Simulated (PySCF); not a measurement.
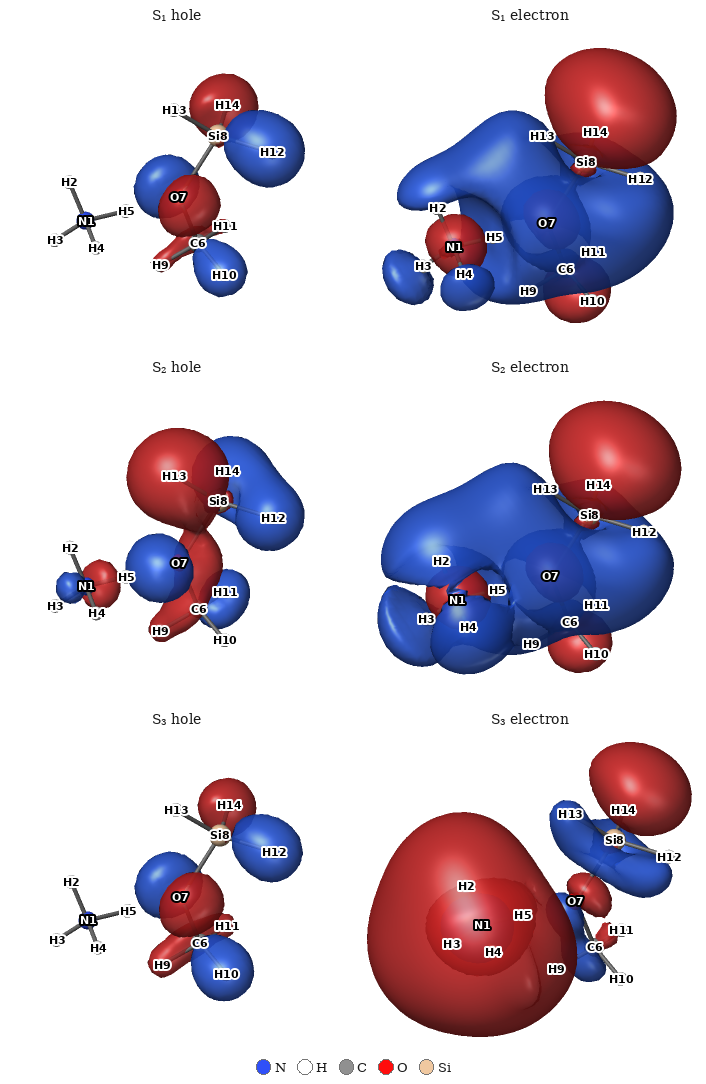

CH10NOSi, charge +1, SMILES `[NH4+].CO[SiH3]`. Leading natural transition orbitals (TDA singlet states).

Computed with PySCF, M06-2X/def2-SVP, geometry: GFN2-xTB. The pair's geometry is semi-empirical, so its contact may be too short or too long. Without diffuse functions Rydberg states are missing, so the states' numbers hold for this basis only.

Question: Describe these excited states.

Answer: By state:
- S₁: 7.63 eV (162 nm), f = 0.004; the leading pair carries 98 %; hole on O7 (36 %), Si8 (20 %) and H12 (16 %), electron on Si8 (44 %), O7 (8 %) and H13 (6 %); their centroids lie 0.7 Å apart.
- S₂: 8.46 eV (147 nm), f = 0.018; the leading pair carries 98 %; hole on Si8 (29 %), H13 (23 %) and O7 (19 %), electron on Si8 (42 %), O7 (7 %) and H13 (7 %); their centroids lie 0.3 Å apart.
- S₃: 8.87 eV (140 nm), f = 0.003, partly diffuse acceptor orbital, which a basis without diffuse functions describes poorly; the leading pair carries 78 %; hole on O7 (36 %), Si8 (18 %) and H12 (12 %), electron on Si8 (19 %), H3 (17 %) and H4 (15 %) (atom shares of so diffuse an orbital are rough) (shares are of the whole state, not of the leading pair alone); their centroids lie 2.3 Å apart.
